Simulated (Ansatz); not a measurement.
Consider Ti$_{3}$Al (space group P6_3/mmc, No. 194; a = 5.747 Å, c = 4.632 Å). Axes: x lies along a and z along c of the hexagonal cell.

Structures relaxed with r2SCAN in Ansatz (plane waves to 500 eV, PAW, no spin-orbit coupling), earlier PAW set.

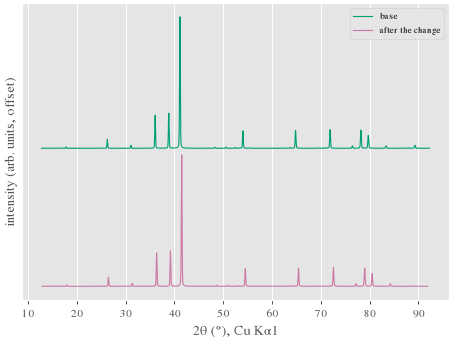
Figure. Simulated powder patterns before (top) and after one change

Question: Which change produced these results?
(A) isotropic strain −0.82 %
(B) biaxial strain −1.30 %, plane normal [001], relaxed out of plane
(C) biaxial strain −1.35 %, plane normal [001], relaxed out of plane

Answer: A, isotropic strain −0.82 %. Its volume per atom is 16.16 Å³ against 16.56 Å³, and its space group is P6_3/mmc (No. 194).

Whether these cells are dynamically stable was not tested. The final runs are not spin-polarised.

Ansatz is a quantum-chemistry and plane-wave program.
